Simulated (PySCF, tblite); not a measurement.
# CH8ClO2Si3 radical: geometry, infrared bands and EPR parameters

Aim: predict the infrared bands and EPR parameters of CH8ClO2Si3 radical (`[SiH2]O[SiH2]OC[SiH2]Cl`).

The runs use tblite 0.8.0 and PySCF 2.14.0, with density-fitted response routines of our own; the level of theory stands in each step. All values are computed, except where a source is named. Atoms are numbered from 0 throughout.

### 1 The molecule as given

15 atoms, charge 0, multiplicity 2; geometry from: force field or distance geometry start.

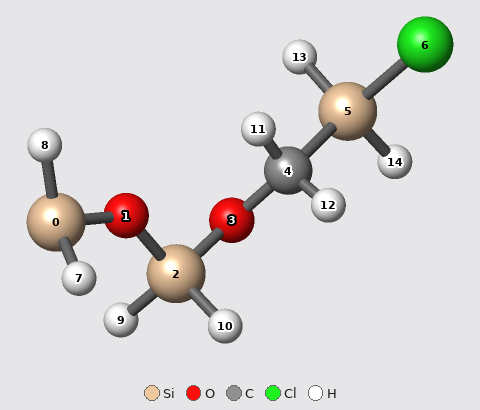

The starting geometry (silicon light orange, oxygen red, carbon grey, chlorine green, hydrogen white), atoms numbered; sticks join atoms by distance.

### 2 Optimising the geometry with GFN2-xTB

The job: settings as JSON, then the geometry in Å.

```
{"job": {"kind": "relax", "xc": "GFN2-xTB", "basis": "xTB"}, "charge": 0, "multiplicity": 2}
Si    -3.601800     0.083900    -0.696600
O     -2.004500    -0.191000    -0.452900
Si    -1.008200    -0.843800     0.721100
O      0.535700    -0.952700     0.129700
C      1.196700     0.230800    -0.302800
Si     2.936700     0.003000    -0.978200
Cl     3.694600     1.836000    -1.530800
H     -4.128400     0.929000     0.414400
H     -3.770800     0.825700    -1.967400
H     -1.511500    -2.189100     1.090400
H     -1.019200     0.033900     1.909300
H      0.601800     0.691900    -1.108800
H      1.250400     0.944800     0.534400
H      2.969400    -0.859500    -2.189900
H      3.854500    -0.534900     0.062900
```

Command:

```
$ OMP_NUM_THREADS=1 python probes_run.py task.json out
```

This one command runs all jobs of the session in turn.

**Question.** This job is followed by: GFN2-xTB harmonic vibrations, gas phase; UKS B3LYP, pcH-1 on C Cl H O Si, non-relativistic, mean-field spin-orbit, GIAO. Predict these results of the whole session: strongest single infrared mode (GFN2-xTB); zero-point energy (GFN2-xTB); g(iso) (B3LYP); ⟨S²⟩; largest a(iso) (averaged by class); potential on the surface of density 0.002 e/bohr³, 1st and 99th percentile.

The runs gave:

```
                                                                  quantity                    value
                                 strongest single infrared mode (GFN2-xTB)    1095 cm⁻¹, 530 km/mol
                                              zero-point energy (GFN2-xTB)            53.4 kcal/mol
                                                            g(iso) (B3LYP)                  2.00258
                                                                      ⟨S²⟩       0.751 (exact 0.75)
                                        largest a(iso) (averaged by class)  29Si on Si0, -595.0 MHz
potential on the surface of density 0.002 e/bohr³, 1st and 99th percentile       -0.67 V and 1.31 V
```

In words: Relaxing lowered the energy by 0.392 eV in 173 steps; the close pair that moved most is O1–Si2, from 1.672 to 1.617 Å. No mode is imaginary among the 39: a minimum at this level. The strongest single mode, at 1095 cm⁻¹, moves mainly O1. Unscaled tight-binding wavenumbers are off by several per cent, some by more. Its intensities can rank the bands wrongly. Most of the unpaired spin sits on Si0 (0.88 e). The isotropic g lies 0.3 ppt above the free-electron value. These values are for one conformer; the search (at its own cheap level) found 2 more, at 0.02, 0.11 kcal/mol (those within 0.05 may be mirror or relabelled copies), and measured spectra average over such forms.
